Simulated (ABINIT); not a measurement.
# A GW chain in ABINIT: KF (Carobbiite), part 3 of 3

Wanted: ground state, empty states, screening and self-energy for KF (Carobbiite).

ABINIT 10.8.3; PBE and many-body steps on it, plane waves. Known limits of the many-body steps: not at the basis limit; coarse k mesh.

So far. Step 4 (Empty states on the mesh, 4×4×4 mesh, 102 bands): On this mesh the gap is 6.199 eV. Step 5 (Screening, 4×4×4 mesh, 94 bands, screening to 163.3 eV): Local fields lower ε∞ by 10 %. On a Γ-centred mesh this coarse the value itself is usually too large, while a short band sum pulls it down.

### Step 6. Self-energy, 4×4×4 mesh, 94 bands, screening to 163.3 eV

The self-energy is evaluated for the states that the input lists, and the levels follow from it, in one-shot runs by the linearised quasiparticle equation.

This step: G0W0 on PBE, plane waves, norm-conserving pseudopotentials.

The input, run.abi:

```
acell 3*1.0 Angstrom
rprim 
  -0.000000000000 2.671850000000 2.671850000000
  2.671850000000 -0.000000000000 2.671850000000
  2.671850000000 2.671850000000 0.000000000000
ntypat 2
znucl 19 9
natom 2
typat 1 2
xred 
  0.000000000000 0.000000000000 0.000000000000
  0.500000000000 0.500000000000 0.500000000000
pp_dirpath "pseudos"
pseudos "K.upf, F.upf"
ecut 36
ngkpt 4 4 4
nshiftk 1
shiftk 0 0 0
kptopt 1
chksymbreak 0
istwfk *1
occopt 1
irdwfk 1
optdriver 4
nband 94
gwcalctyp 0
ecutsigx 36
symsigma 1
nkptgw 1
kptgw 
  0.0000000000 0.0000000000 0.0000000000
bdgw 
  6 12
ecuteps 6
irdscr 1
ppmodel 1
indata_prefix "in"
outdata_prefix "out"
tmpdata_prefix "tmp"
```

Command:

```
OMP_NUM_THREADS=1 mpirun -n 8 abinit run.abi > log
```

Numbers of over 12 decimals in the logs are rounded to 6 here.

The log of the run:

```text
.Version 10.8.3 of ABINIT. v10.8.2 released Aug 2026.

 Symmetries : space group Fm -3 m (#225); Bravais cF (face-center cubic)
[... echo of the input left out ...]
== DATASET  1 ==================================================================
-   mpi_nproc: 8, omp_nthreads: 1 (-1 if OMP is not activated)

--- !DatasetInfo
iteration_state: {dtset: 1, }
dimensions: {natom: 2, nkpt: 8, mband: 94, nsppol: 1, nspinor: 1, nspden: 1, mpw: 2685, }
cutoff_energies: {ecut:  36.0, pawecutdg:  -1.0, }
electrons: {nelect:   1.60000000E+01, charge:   0.00000000E+00, occopt:   1.00000000E+00, tsmear:   1.00000000E-02, }

 SIGMA: Calculation of the GW corrections

 Based on a program developped by R.W. Godby, V. Olevano, G. Onida, and L. Reining.
 Incorporated in ABINIT by V. Olevano, G.-M. Rignanese, and M. Torrent.
.Using double precision arithmetic ; gwpc =  8

[... cell and pseudopotentials left out ...]
--------------------------------------------------------------------------------

 ==== K-mesh for the wavefunctions ====
 Number of points in the irreducible wedge :     8
[... list of points left out ...]
 Together with 48 symmetry operations and time-reversal symmetry
 yields    64 points in the full Brillouin Zone.

 ==== Q-mesh for screening function ====
 Number of points in the irreducible wedge :     8
[... list of points left out ...]
 Together with 48 symmetry operations and time-reversal symmetry
 yields    64 points in the full Brillouin Zone.

 vcoul_init : cutoff-mode = AUXILIARY_FUNCTION
 q-points for optical limit:   1
     1)      0.000010    0.000020    0.000030
 setmesh: FFT mesh size selected  =    40x   40x   40
          total number of points  =        64000

 Number of electrons calculated from density =   16.0000; Expected =   16.0000
 average of density, n =  0.062152
 r_s =    1.5661
 omega_plasma =   24.0483 [eV]

 === KS Band Gaps ===
  >>>> For spin  1
   Minimum direct gap =   6.1994 [eV], located at k-point      :   0.0000  0.0000  0.0000
   Fundamental gap    =   6.1994 [eV], Top of valence bands at :   0.0000  0.0000  0.0000
                                       Bottom of conduction at :   0.0000  0.0000  0.0000
 SIGMA fundamental parameters:
 PLASMON POLE MODEL  1
 number of plane-waves for SigmaX                 2685
 number of plane-waves for SigmaC and W            169
 number of plane-waves for wavefunctions          2685
 number of bands                                    94
 number of independent spin polarizations            1
 number of spinorial components                      1
 number of k-points in IBZ                           8
 number of q-points in IBZ                           8
 number of symmetry operations                      48
 number of k-points in BZ                           64
 number of q-points in BZ                           64
 number of frequencies for dSigma/dE                 9
 frequency step for dSigma/dE [eV]                0.25
 number of omega for Sigma on real axis              0
 max omega for Sigma on real axis  [eV]           0.00
 zcut for avoiding poles [eV]                     0.10

 EPSILON^-1 parameters (SCR file):
 dimension of the eps^-1 matrix on file            169
 dimension of the eps^-1 matrix used               169
 number of plane-waves for wavefunctions          2685
 number of bands                                    94
 number of q-points in IBZ                           8
 number of frequencies                               2
 number of real frequencies                          1
 number of imag frequencies                          1

 matrix elements of self-energy operator (all in [eV])

 Perturbative Calculation

--- !SelfEnergy_ee
iteration_state: {dtset: 1, }
kpoint     : [   0.000,    0.000,    0.000, ]
spin       : 1
KS_gap     :    6.199
QP_gap     :    9.545
Delta_QP_KS:    3.346
data: !SigmaeeData |
     Band     E0 <VxcDFT>   SigX SigC(E0)      Z dSigC/dE  Sig(E)    E-E0       E
        6   0.131 -21.899 -29.492   4.782   0.809  -0.235 -24.174  -2.276  -2.145
        7   0.131 -21.899 -29.492   4.782   0.809  -0.235 -24.174  -2.276  -2.145
        8   0.131 -21.899 -29.492   4.782   0.809  -0.235 -24.174  -2.276  -2.145
        9   6.330  -7.969  -4.003  -2.776   0.899  -0.113  -6.899   1.070   7.400
       10  10.825 -10.841  -4.968  -3.016   0.892  -0.121  -8.294   2.547  13.372
       11  10.825 -10.841  -4.968  -3.016   0.892  -0.121  -8.294   2.547  13.372
       12  10.825 -10.841  -4.968  -3.016   0.892  -0.121  -8.294   2.547  13.372

== END DATASET(S) ==============================================================
================================================================================

 -outvars: echo values of variables after computation  --------
           etotal      0.0000000000E+00
            nband          94
             nkpt           8
          spgroup         225
 [... the other variables as echoed above ...]

 Calculation completed.
```

Run time: 3.1 s. Hardware: 8 MPI ranks of Arm Neoverse V2, shared host; peak memory 0.6 GiB; 23 s of CPU time.

Numbers from this step:

- G0W0 gap on the points computed: 9.545 eV
- starting gap on the mesh: 6.199 eV
- k of the valence top: 0, 0, 0
- k of the conduction bottom: 0, 0, 0
- Z at the valence top: 0.809
- Z at the conduction bottom: 0.899
- least direct G0W0 gap on the computed points: 9.545 eV

The gap on the mesh goes from 6.20 eV to 9.54 eV, a correction of +3.35 eV.

Limits: finite bands, cutoff and mesh; coarse k mesh. v1 is the top filled band, c1 the lowest empty one. Levels before and after the correction, in eV, zero at the valence-band top of each column:

```tsv
	conduction bottom	valence top
Kohn-Sham	6.20	0.00
G0W0	9.54	0.00
```

```tsv
	level	energy (eV)
Kohn-Sham	Γ v3-v1	0.000
Kohn-Sham	Γ c1	6.199
Kohn-Sham	Γ c2-c4	10.694
G0W0	Γ v3-v1	0.000
G0W0	Γ c1	9.545
G0W0	Γ c2-c4	15.517
```

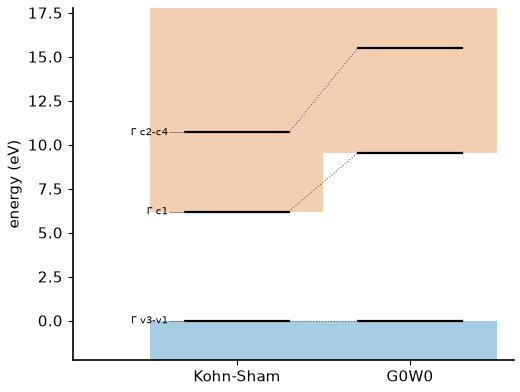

Levels before and after the correction. Shaded: valence and conduction bands.

### Step 7. Where the time went

Times are wall times on 8 MPI ranks of Arm Neoverse V2, shared host, good to a factor of about two.

```tsv
step	time	share	memory (GiB)
ground state	4.7 s	13 %	0.56
bands along the symmetry lines	6.2 s	16 %	0.5
empty states on the mesh	16 s	44 %	3.5
screening	7.1 s	19 %	1.0
self-energy	3.1 s	8 %	0.6
```

### Step 8. Results

* PBE gap: 6.20 eV, direct
* G0W0 gap on the mesh: 9.54 eV
* GW settings: 4×4×4 mesh, 94 bands, screening to 163.3 eV, Godby-Needs plasmon pole
* known limits: not at the basis limit; coarse k mesh

G0W0 moves the gap on the mesh from 6.20 eV to 9.54 eV (+3.35 eV), with Z of 0.81 and 0.90 at the edges. Local fields lower the RPA ε∞ on this mesh from 2.10 to 1.90; a Γ-centred mesh this coarse tends to raise both, most where the direct gap is narrow, while a short band sum lowers them. Only 1 of the mesh's irreducible points was corrected, so a valley elsewhere could overtake. The dearest step here is «empty states on the mesh». Bands and cutoff are finite, so the gap is not at the basis limit. The miss can reach some tenths of an eV and take either sign; the mesh is an error of its own. In the G0W0 run levels were corrected at 1 k point alone, so a gap called «on the mesh» is the least over those, and an edge elsewhere would be missed. The 4×4×4 mesh is coarse for this cell, which bears on the long-range parts of exchange and screening.

[Paths, hosts, dates, memory and timing lines, banners, echoed tables and standing remarks are left out of the program output.]

[Logs are printed without paths, hosts, clocks, repeated set-up lines and the standing remarks that a program may print on its own settings, such as how far it seeks lower states.]

[Runs of the session that timed out or met a known fault of the program may be left out.]

[Hosts, paths, dates, database ids (printed as entryN), source tags and the programs' standing remarks are cut or masked in the printed files.]

[G0W0 gaps are taken among the corrected bands and points alone; a level outside them can change the order at an edge.]

[Where Ansatz stands beside ABINIT at settings called matched, ABINIT's density can come from a denser mesh and the files from another edition; pairs whose starting gaps differed by over 0.03 eV were left out, so agreement reads better than it is.]
